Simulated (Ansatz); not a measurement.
# BGaH₄SSe: single points with varied inputs

How do the results and run time of BGaH₄SSe respond when the settings are drawn wide?

The runs use Ansatz 0.2.0, Gaussian basis; the settings change from run to run.

### 1 The molecule

An earlier PBE0-D4 in a triple-zeta def2 set relaxation fixed the geometry.

8 atoms, charge 0, spin multiplicity 1.

Atoms are counted from 1 here; the program's logs count them from 0.

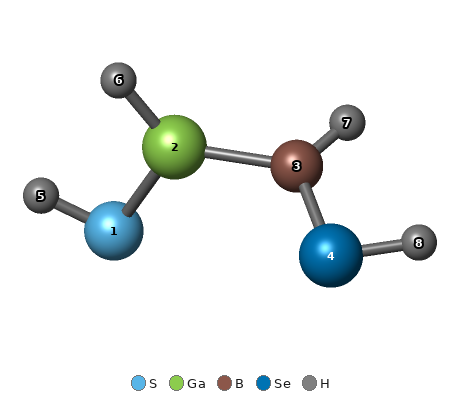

The geometry (colours as in the key); atoms are numbered from 1 in the order of the file.

### 2 RPA/def2-TZVP

Options: charge -1, multiplicity 2, restricted open-shell orbitals, the search for lower states set to light.

in.yaml reads:

```yaml
crystal:
  periodic: [false, false, false]
  atoms:
    - {symbol: S, position_ang: [-0.468251, 1.636629, -1.934270]}
    - {symbol: Ga, position_ang: [0.357601, 1.016595, 0.020540]}
    - {symbol: B, position_ang: [0.311311, -1.015924, 0.436810]}
    - {symbol: Se, position_ang: [-1.342427, -1.848164, 0.851351]}
    - {symbol: H, position_ang: [-0.203453, 2.943149, -1.773984]}
    - {symbol: H, position_ang: [0.916642, 2.188151, 0.898268]}
    - {symbol: H, position_ang: [1.291217, -1.696361, 0.428054]}
    - {symbol: H, position_ang: [-0.862650, -3.224074, 1.073252]}
basis:
  gaussian: {orbitals: def2-TZVP}
total_charge: -1
magnetization: {spin_polarized: false, initial_magnetization: 1}
hamiltonian: {xc: {name: HF}}
correlation: {method: rpa}
scf: {lower_state_search: light}
```

Command:

```bash
ansatz run in.yaml --threads 4 --pin off --events-out ev --progress --plain --max-ram 10444MiB
```

The program printed:

```text
Functional definition: HF
  name "HF"
  cite "Fock, Z. Phys. 61, 126 (1930) doi:10.1007/BF01340294"
  parent pbe
  exchange = exact_x
  correlation = 0
1271 factors; integrals over basis functions are off by at most 1.1e-3 eV
mean field evaluation 1: about -129189.1224 eV, gradient 2.0e1 eV
mean field evaluation 2: about -129189.1286 eV, gradient 2.0e1 eV
mean field evaluation 4: about -129190.9539 eV, gradient 4.2e0 eV
mean field evaluation 8: about -129191.0137 eV, gradient 1.6e-1 eV
mean field evaluation 16: about -129190.8973 eV, gradient 1.1e0 eV
mean field -129191.01479425 eV, -4747.6822248738 hartree, gradient 2.8e-6 eV, S^2 0.750000; 4 other end points of the search recorded, 0 dependent functions left out
mean field evaluation 32: about -129189.1081 eV, gradient 1.4e1 eV
24 core orbitals not correlated: weight in the atoms' cores, before any rotation towards them, 1.000 or more for the frozen orbitals, at most 0.000 for the correlated occupied ones
reference -129191.01479425 eV, -4747.6822248738 hartree; 22, 21 occupied and 142, 143 virtual orbitals, 1271 factors
Total energy: -129215.27335613 eV, -4748.5737105799 hartree
```

Wall time 19 s (4 threads of Arm Neoverse V2, shared host); peak memory 0.7 GiB.

### 3 HSE06/def2-mTZVPP

Set apart from the defaults: atoms shaken by 0.15 Å, D3(BJ) with three-body dispersion, high accuracy.

in.yaml reads:

```yaml
crystal:
  periodic: [false, false, false]
  atoms:
    - {symbol: S, position_ang: [-0.251277, 1.483564, -1.982740]}
    - {symbol: Ga, position_ang: [0.193778, 0.965835, 0.176627]}
    - {symbol: B, position_ang: [0.263481, -0.906235, 0.677070]}
    - {symbol: Se, position_ang: [-1.305106, -1.865541, 0.859954]}
    - {symbol: H, position_ang: [-0.145223, 2.841005, -1.672242]}
    - {symbol: H, position_ang: [1.094805, 2.254416, 1.153375]}
    - {symbol: H, position_ang: [1.507726, -1.555514, 0.596097]}
    - {symbol: H, position_ang: [-0.796619, -2.989609, 0.951179]}
basis:
  gaussian: {orbitals: def2-mTZVPP}
hamiltonian: {xc: {name: HSE06}, dispersion: d3bjatm}
accuracy: high
```

The command is unchanged.

The program printed, shortened:

```text
Functional definition: HSE06
  name "HSE06"
  cite "Heyd, Scuseria & Ernzerhof, J. Chem. Phys. 118, 8207 (2003) doi:10.1063/1.1564060"
  cite "Krukau, Vydrov, Izmaylov & Scuseria, J. Chem. Phys. 125, 224106 (2006) doi:10.1063/1.2404663"
  cite "Heyd & Scuseria, J. Chem. Phys. 120, 7274 (2004) doi:10.1063/1.1668634"
  cite "Ernzerhof & Perdew, J. Chem. Phys. 109, 3313 (1998) doi:10.1063/1.476928"
  cite "Perdew, Burke & Ernzerhof, Phys. Rev. Lett. 77, 3865 (1996) doi:10.1103/PhysRevLett.77.3865"
  parent pbe
[...]
  # The whole range is PBE's own exchange, as in plane waves. The composition of these papers is wPBEh.
[...]
2712 factors; integrals over basis functions are off by at most 1.1e-8 eV
124 factors; integrals over basis functions are off by at most 2.0e-9 eV
[...]
mean field -129284.21838720 eV, -4751.1073937391 hartree, gradient 8.4e-8 eV, S^2 0.000000; 0 other end points of the search recorded, 0 dependent functions left out
reference -129284.21839124 eV, -4751.1073938875 hartree; 45, 45 occupied and 93, 93 virtual orbitals, 2712 factors
Total energy: -129284.38771413 eV, -4751.1136163889 hartree
```

It took 6.5 s on 4 threads of Arm Neoverse V2, shared host; peak memory 0.76 GiB.

### 4 PBE-QIDH/aug-pcseg-2

Options: unrestricted orbitals.

in.yaml reads:

```yaml
crystal:
  periodic: [false, false, false]
  atoms:
    - {symbol: S, position_ang: [-0.468251, 1.636629, -1.934270]}
    - {symbol: Ga, position_ang: [0.357601, 1.016595, 0.020540]}
    - {symbol: B, position_ang: [0.311311, -1.015924, 0.436810]}
    - {symbol: Se, position_ang: [-1.342427, -1.848164, 0.851351]}
    - {symbol: H, position_ang: [-0.203453, 2.943149, -1.773984]}
    - {symbol: H, position_ang: [0.916642, 2.188151, 0.898268]}
    - {symbol: H, position_ang: [1.291217, -1.696361, 0.428054]}
    - {symbol: H, position_ang: [-0.862650, -3.224074, 1.073252]}
basis:
  gaussian: {orbitals: aug-pcseg-2}
magnetization: {spin_polarized: true, initial_magnetization: 0}
hamiltonian: {xc: {name: PBE-QIDH}}
output: {forces: true}
```

Launched as before.

The program printed, shortened:

```text
Functional definition: PBE-QIDH
  name "PBE-QIDH"
  cite "Brémond, Sancho-García, Pérez-Jiménez & Adamo, J. Chem. Phys. 141, 031101 (2014) doi:10.1063/1.4890314"
  cite "Perdew, Burke & Ernzerhof, Phys. Rev. Lett. 77, 3865 (1996) doi:10.1103/PhysRevLett.77.3865"
[...]
1909 factors; integrals over basis functions are off by at most 8.9e-4 eV
[...]
mean field -129259.79576423 eV, -4750.2098788992 hartree, gradient 1.6e-6 eV, S^2 0.000000; 0 other end points of the search recorded, 0 dependent functions left out
24 core orbitals not correlated: weight in the atoms' cores, before any rotation towards them, 1.000 or more for the frozen orbitals, at most 0.000 for the correlated occupied ones
reference -129259.79578557 eV, -4750.2098796832 hartree; 21, 21 occupied and 261, 261 virtual orbitals, 1909 factors
second order -20.57479689 eV of doubles, -0.00000000 eV of singles
[...]
Total energy: -129266.65405120 eV, -4750.4619162963 hartree
Atom 0 at    -0.468251     1.636629    -1.934270 Å, force     0.109618     0.158232     0.180022 eV/Å
Atom 1 at     0.357601     1.016595     0.020540 Å, force    -0.022417     0.139354    -0.057693 eV/Å
Atom 2 at     0.311311    -1.015924     0.436810 Å, force     0.055906    -0.095499     0.007788 eV/Å
Atom 3 at    -1.342427    -1.848164     0.851351 Å, force     0.178401    -0.216366     0.021528 eV/Å
Atom 4 at    -0.203453     2.943149    -1.773984 Å, force    -0.041313    -0.216377    -0.022594 eV/Å
Atom 5 at     0.916642     2.188151     0.898268 Å, force    -0.055208    -0.129514    -0.087750 eV/Å
Atom 6 at     1.291217    -1.696361     0.428054 Å, force    -0.139895     0.087419     0.003674 eV/Å
Atom 7 at    -0.862650    -3.224074     1.073252 Å, force    -0.085092     0.272751    -0.044975 eV/Å
Dipole moment:     0.134587    -0.197237     0.276376 e Å
```

Wall time 74 s (4 threads of Arm Neoverse V2, shared host); peak memory 1.9 GiB.

Largest force 0.289 eV/Å, dipole 1.75 D, ⟨S²⟩ 0.000.

### 5 r2SCAN50/pcseg-2

This run has a grid of angular degree 23, a point charge of 1.00 e beside it, D3(BJ) with three-body dispersion.

Edit in.yaml of step 4 so:

```diff
@@ -12,5 +12,3 @@
 basis:
-  gaussian: {orbitals: aug-pcseg-2}
-magnetization: {spin_polarized: true, initial_magnetization: 0}
-hamiltonian: {xc: {name: PBE-QIDH}}
-output: {forces: true}
+  gaussian: {orbitals: pcseg-2, final_grid: {core_spheres: 8, valence_spheres: 7, degree: 23}, point_charges: [{charge: 1.00, position_ang: [5.299, -0.437, -0.238]}]}
+hamiltonian: {xc: {name: r2SCAN50}, dispersion: d3bjatm}
```

Launched as before.

The program printed, shortened:

```text
Functional definition: r2SCAN50
  name "r2SCAN50"
  cite "Bursch, Neugebauer, Ehlert & Grimme, J. Chem. Phys. 156, 134105 (2022) doi:10.1063/5.0086040"
  cite "Furness, Kaplan, Ning, Perdew & Sun, J. Phys. Chem. Lett. 11, 8208 (2020) doi:10.1021/acs.jpclett.0c02405"
  cite "Furness, Kaplan, Ning, Perdew & Sun, J. Phys. Chem. Lett. 11, 9248 (2020) doi:10.1021/acs.jpclett.0c03077"
  parent r2scan
[...]
1603 factors; their error is unknown
[...]
mean field -129303.82088281 eV, -4751.8277721656 hartree, gradient 3.2e-5 eV, S^2 0.000000; 0 other end points of the search recorded, 0 dependent functions left out
reference -129303.82089347 eV, -4751.8277725572 hartree; 45, 45 occupied and 161, 161 virtual orbitals, 1603 factors
Total energy: -129303.90047898 eV, -4751.8306972710 hartree
```

It took 3.4 s on 4 threads of Arm Neoverse V2, shared host; peak memory 0.56 GiB.

### 6 BHLYP/def2-TZVPD

Options: D3(BJ) with three-body dispersion, the search for lower states set to light.

Edit in.yaml of step 5 so:

```diff
@@ -12,3 +12,5 @@
 basis:
-  gaussian: {orbitals: pcseg-2, final_grid: {core_spheres: 8, valence_spheres: 7, degree: 23}, point_charges: [{charge: 1.00, position_ang: [5.299, -0.437, -0.238]}]}
-hamiltonian: {xc: {name: r2SCAN50}, dispersion: d3bjatm}
+  gaussian: {orbitals: def2-TZVPD}
+hamiltonian: {xc: {name: BHLYP}, dispersion: d3bjatm}
+scf: {lower_state_search: light}
+output: {forces: true}
```

The command is unchanged.

The program printed, shortened:

```text
Functional definition: BHLYP
  name "BHLYP"
  cite "Becke, J. Chem. Phys. 98, 1372 (1993) doi:10.1063/1.464304"
  cite "Becke, Phys. Rev. A 38, 3098 (1988) doi:10.1103/PhysRevA.38.3098"
  cite "Lee, Yang & Parr, Phys. Rev. B 37, 785 (1988) doi:10.1103/PhysRevB.37.785"
[...]
1705 factors; their error is unknown
[...]
mean field -129304.65720284 eV, -4751.8585063598 hartree, gradient 2.9e-5 eV, S^2 0.000000; 0 other end points of the search recorded, 0 dependent functions left out
[...]
reference -129304.65742513 eV, -4751.8585145287 hartree; 45, 45 occupied and 185, 185 virtual orbitals, 1705 factors
Total energy: -129304.98723429 eV, -4751.8706347918 hartree
Atom 0 at    -0.468251     1.636629    -1.934270 Å, force     0.051923     0.308605     0.021253 eV/Å
Atom 1 at     0.357601     1.016595     0.020540 Å, force     0.062653     0.095934     0.069072 eV/Å
Atom 2 at     0.311311    -1.015924     0.436810 Å, force     0.276772    -0.176482     0.013078 eV/Å
Atom 3 at    -1.342427    -1.848164     0.851351 Å, force     0.059811    -0.279391     0.047281 eV/Å
Atom 4 at    -0.203453     2.943149    -1.773984 Å, force    -0.071734    -0.264132    -0.072589 eV/Å
Atom 5 at     0.916642     2.188151     0.898268 Å, force    -0.033622    -0.075461    -0.043669 eV/Å
Atom 6 at     1.291217    -1.696361     0.428054 Å, force    -0.245433     0.164794    -0.001320 eV/Å
Atom 7 at    -0.862650    -3.224074     1.073252 Å, force    -0.100370     0.226132    -0.033105 eV/Å
Dipole moment:     0.151413    -0.188350     0.278560 e Å
```

Run time: 7.5 s. Hardware: 4 threads of Arm Neoverse V2, shared host; peak memory 0.89 GiB.

Largest force 0.329 eV/Å, dipole 1.77 D.

### 7 BHLYP/def2-TZVPD

This run has charge +1, multiplicity 2, restricted open-shell orbitals, D3(BJ) with three-body dispersion, relativity set to none.

Edit in.yaml of step 6 so:

```diff
@@ -13,4 +13,4 @@
   gaussian: {orbitals: def2-TZVPD}
-hamiltonian: {xc: {name: BHLYP}, dispersion: d3bjatm}
-scf: {lower_state_search: light}
-output: {forces: true}
+total_charge: 1
+magnetization: {spin_polarized: false, initial_magnetization: 1}
+hamiltonian: {xc: {name: BHLYP}, dispersion: d3bjatm, pseudopotentials: {relativity: none}}
```

The command is unchanged.

The program printed:

```text
Functional definition: BHLYP
  name "BHLYP"
  cite "Becke, J. Chem. Phys. 98, 1372 (1993) doi:10.1063/1.464304"
  cite "Becke, Phys. Rev. A 38, 3098 (1988) doi:10.1103/PhysRevA.38.3098"
  cite "Lee, Yang & Parr, Phys. Rev. B 37, 785 (1988) doi:10.1103/PhysRevB.37.785"
  parameter a = 0.5
  exchange = (1 - a)*b88_x + a*exact_x
  correlation = lyp_c
1705 factors; their error is unknown
mean field evaluation 1: about -129290.2515 eV, gradient 3.4e1 eV
mean field evaluation 2: about -129287.0285 eV, gradient 4.7e1 eV
mean field evaluation 4: about -129292.8017 eV, gradient 1.7e1 eV
mean field evaluation 8: about -129293.5744 eV, gradient 1.0e1 eV
mean field evaluation 16: about -129294.0689 eV, gradient 1.1e-1 eV
mean field evaluation 32: about -129295.0681 eV, gradient 1.4e-5 eV
mean field -129295.06810912 eV, -4751.5061136654 hartree, gradient 1.4e-5 eV, S^2 0.750000; 8 other end points of the search recorded, 0 dependent functions left out
reference -129295.06831897 eV, -4751.5061213773 hartree; 45, 44 occupied and 185, 186 virtual orbitals, 1705 factors
Total energy: -129295.39812813 eV, -4751.5182416404 hartree
```

Run time: 47 s. Hardware: 4 threads of Arm Neoverse V2, shared host; peak memory 1.7 GiB.

### 8 revPBE/def2-TZVP

Set apart from the defaults: charge +1, multiplicity 2, atoms shaken by 0.15 Å, density fitting with cc-pVTZ-jkfit, high accuracy, the search for lower states set to full.

in.yaml reads:

```yaml
crystal:
  periodic: [false, false, false]
  atoms:
    - {symbol: S, position_ang: [-0.374463, 1.507535, -1.785836]}
    - {symbol: Ga, position_ang: [0.441367, 0.746016, 0.106789]}
    - {symbol: B, position_ang: [0.390519, -1.031883, 0.447043]}
    - {symbol: Se, position_ang: [-1.431122, -1.968399, 0.803855]}
    - {symbol: H, position_ang: [-0.235097, 3.013737, -1.658833]}
    - {symbol: H, position_ang: [1.043902, 2.273857, 1.085322]}
    - {symbol: H, position_ang: [1.370464, -1.632122, 0.537948]}
    - {symbol: H, position_ang: [-0.749129, -3.465976, 0.923152]}
basis:
  gaussian: {orbitals: def2-TZVP, fitting: {mean_field: cc-pVTZ-jkfit}}
total_charge: 1
magnetization: {spin_polarized: true, initial_magnetization: 1}
hamiltonian: {xc: {name: revPBE}}
accuracy: high
scf: {lower_state_search: full}
output: {forces: true}
```

The command is unchanged.

The program printed, shortened:

```text
Functional definition: revPBE
  name "revPBE"
  cite "Zhang & Yang, Phys. Rev. Lett. 80, 890 (1998) doi:10.1103/PhysRevLett.80.890"
  cite "Perdew, Burke & Ernzerhof, Phys. Rev. Lett. 77, 3865 (1996) doi:10.1103/PhysRevLett.77.3865"
[...]
734 factors; integrals over basis functions are off by at most 3.1e-1 eV
[...]
mean field -129284.15517546 eV, -4751.1050707503 hartree, gradient 2.5e-8 eV, S^2 0.765502; 16 other end points of the search recorded, 0 dependent functions left out
[...]
reference -129284.15518065 eV, -4751.1050709409 hartree; 45, 44 occupied and 143, 144 virtual orbitals, 734 factors
Total energy: -129284.15518065 eV, -4751.1050709409 hartree
Atom 0 at    -0.374463     1.507535    -1.785836 Å, force     0.202916     3.022012    -0.671802 eV/Å
Atom 1 at     0.441367     0.746016     0.106789 Å, force     0.476671     5.917552     0.246702 eV/Å
Atom 2 at     0.390519    -1.031883     0.447043 Å, force    -2.258605    -4.595038     1.584053 eV/Å
Atom 3 at    -1.431122    -1.968399     0.803855 Å, force     2.508380    -1.375338    -0.080616 eV/Å
Atom 4 at    -0.235097     3.013737    -1.658833 Å, force    -0.361994    -2.563017    -0.058889 eV/Å
Atom 5 at     1.043902     2.273857     1.085322 Å, force    -0.401330    -1.438138    -0.886860 eV/Å
Atom 6 at     1.370464    -1.632122     0.537948 Å, force     0.811555    -0.880995     0.053044 eV/Å
Atom 7 at    -0.749129    -3.465976     0.923152 Å, force    -0.977592     1.912963    -0.185632 eV/Å
Dipole moment:     0.191170     0.129192     0.079567 e Å
```

Run time: 38 s. Hardware: 4 threads of Arm Neoverse V2, shared host.

Largest force 5.942 eV/Å, ⟨S²⟩ 0.766.

### 9 PBE0-DH/aug-cc-pVTZ

This run has high accuracy.

in.yaml reads:

```yaml
crystal:
  periodic: [false, false, false]
  atoms:
    - {symbol: S, position_ang: [-0.468251, 1.636629, -1.934270]}
    - {symbol: Ga, position_ang: [0.357601, 1.016595, 0.020540]}
    - {symbol: B, position_ang: [0.311311, -1.015924, 0.436810]}
    - {symbol: Se, position_ang: [-1.342427, -1.848164, 0.851351]}
    - {symbol: H, position_ang: [-0.203453, 2.943149, -1.773984]}
    - {symbol: H, position_ang: [0.916642, 2.188151, 0.898268]}
    - {symbol: H, position_ang: [1.291217, -1.696361, 0.428054]}
    - {symbol: H, position_ang: [-0.862650, -3.224074, 1.073252]}
basis:
  gaussian: {orbitals: aug-cc-pVTZ}
hamiltonian: {xc: {name: PBE0-DH}}
accuracy: high
output: {forces: true}
```

Same command.

The program printed, shortened:

```text
Functional definition: PBE0-DH
  name "PBE0-DH"
  cite "Brémond & Adamo, J. Chem. Phys. 135, 024106 (2011) doi:10.1063/1.3604569"
  cite "Perdew, Burke & Ernzerhof, Phys. Rev. Lett. 77, 3865 (1996) doi:10.1103/PhysRevLett.77.3865"
[...]
4566 factors; integrals over basis functions are off by at most 4.7e-9 eV
[...]
mean field -129279.99118624 eV, -4750.9520469689 hartree, gradient 4.2e-8 eV, S^2 0.000000; 0 other end points of the search recorded, 0 dependent functions left out
24 core orbitals not correlated: weight in the atoms' cores, before any rotation towards them, 1.000 or more for the frozen orbitals, at most 0.000 for the correlated occupied ones
reference -129279.99119009 eV, -4750.9520471104 hartree; 21, 21 occupied and 261, 261 virtual orbitals, 4566 factors
second order -23.37871344 eV of doubles, -0.00000000 eV of singles
[...]
Total energy: -129282.91352927 eV, -4751.0594410944 hartree
Atom 0 at    -0.468251     1.636629    -1.934270 Å, force     0.051949     0.081271     0.077048 eV/Å
Atom 1 at     0.357601     1.016595     0.020540 Å, force     0.008719     0.100786     0.002504 eV/Å
Atom 2 at     0.311311    -1.015924     0.436810 Å, force     0.038136    -0.058441     0.013129 eV/Å
Atom 3 at    -1.342427    -1.848164     0.851351 Å, force     0.119526    -0.160910     0.020305 eV/Å
Atom 4 at    -0.203453     2.943149    -1.773984 Å, force    -0.020360    -0.092815    -0.016786 eV/Å
Atom 5 at     0.916642     2.188151     0.898268 Å, force    -0.044638    -0.102287    -0.068056 eV/Å
Atom 6 at     1.291217    -1.696361     0.428054 Å, force    -0.093006     0.050352     0.001217 eV/Å
Atom 7 at    -0.862650    -3.224074     1.073252 Å, force    -0.060325     0.182043    -0.029361 eV/Å
Dipole moment:     0.131799    -0.195425     0.277078 e Å
```

It took 2.2 min on 4 threads of Arm Neoverse V2, shared host; peak memory 3 GiB.

Largest force 0.201 eV/Å, dipole 1.75 D.

### 10 revPBE/STO-3G

Edit in.yaml of step 9 so:

```diff
@@ -12,5 +12,3 @@
 basis:
-  gaussian: {orbitals: aug-cc-pVTZ}
-hamiltonian: {xc: {name: PBE0-DH}}
-accuracy: high
-output: {forces: true}
+  gaussian: {orbitals: STO-3G}
+hamiltonian: {xc: {name: revPBE}}
```

Same command.

The program printed:

```text
Functional definition: revPBE
  name "revPBE"
  cite "Zhang & Yang, Phys. Rev. Lett. 80, 890 (1998) doi:10.1103/PhysRevLett.80.890"
  cite "Perdew, Burke & Ernzerhof, Phys. Rev. Lett. 77, 3865 (1996) doi:10.1103/PhysRevLett.77.3865"
  parameter kappa = 1.245
  parameter beta = 0.06672455060314922
  exchange = pbe_x(kappa = kappa, mu = beta*pi^2/3)
  correlation = pbe_c(beta = beta)
577 factors; integrals over basis functions are off by at most 1.9e-4 eV
mean field evaluation 1: about -126581.5774 eV, gradient 3.1e2 eV
mean field evaluation 2: about -127426.0245 eV, gradient 1.2e2 eV
mean field evaluation 4: about -127500.3791 eV, gradient 1.8e2 eV
mean field evaluation 8: about -127756.6882 eV, gradient 7.1e1 eV
mean field evaluation 16: about -127824.3013 eV, gradient 9.1e-2 eV
mean field evaluation 32: about -127730.3931 eV, gradient 1.5e2 eV
mean field -127824.20910359 eV, -4697.4530421961 hartree, gradient 2.6e-5 eV, S^2 0.000000; 1 other end points of the search recorded, 0 dependent functions left out
reference -127824.20913303 eV, -4697.4530432780 hartree; 45, 45 occupied and 9, 9 virtual orbitals, 577 factors
Total energy: -127824.20913303 eV, -4697.4530432780 hartree
```

Run time: 1.1 s. Hardware: 4 threads of Arm Neoverse V2, shared host.

### 11 The runs in one table

```
               level  charge  multiplicity               geometry  functions  energy (eV)     time
       RPA/def2-TZVP      -1             2                relaxed        188  -129215.273     19 s
   HSE06/def2-mTZVPP       0             1                 shaken        138  -129284.388    6.5 s
PBE-QIDH/aug-pcseg-2       0             1                relaxed        306  -129266.654     74 s
    r2SCAN50/pcseg-2       0             1  relaxed, point charge        206  -129303.900    3.4 s
    BHLYP/def2-TZVPD       0             1                relaxed        230  -129304.987    7.5 s
    BHLYP/def2-TZVPD       1             2                relaxed        230  -129295.398     47 s
    revPBE/def2-TZVP       1             2                 shaken        188  -129284.155     38 s
 PBE0-DH/aug-cc-pVTZ       0             1                relaxed        306  -129282.914  2.2 min
       revPBE/STO-3G       0             1                relaxed         54  -127824.209    1.1 s
```

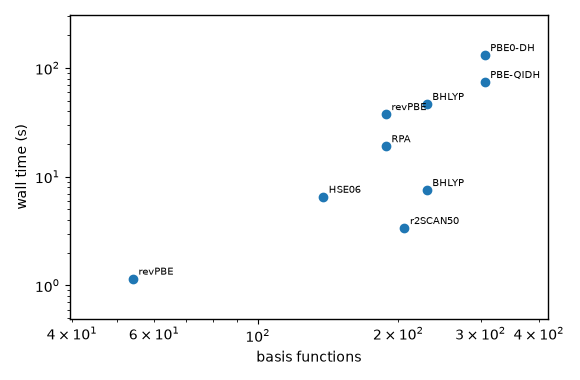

Wall time against the number of basis functions (shared host).

### 12 Summary of results

| quantity | value |
| --- | --- |
| runs | 9 |
| quickest | revPBE/STO-3G, 1.1 s |
| slowest | PBE0-DH/aug-cc-pVTZ, 2.2 min |
| spread of total energies, same state and geometry | 1480.8 eV |
| dipole, same state and geometry | 1.75 to 1.77 D |

Run time spans a factor of 114, from revPBE/STO-3G to PBE0-DH/aug-cc-pVTZ. The jobs differ in tasks and options as well as level. Total energies at one charge and spin differ by 1481 eV between levels, so only differences within one level mean anything. At the PBE0-D4/def2-TZVP geometry and in the same state, the sound runs without point charges leave forces up to 0.33 eV/Å (BHLYP/def2-TZVPD). At that geometry and state the dipole changes by 1 % between the lowest and highest value.
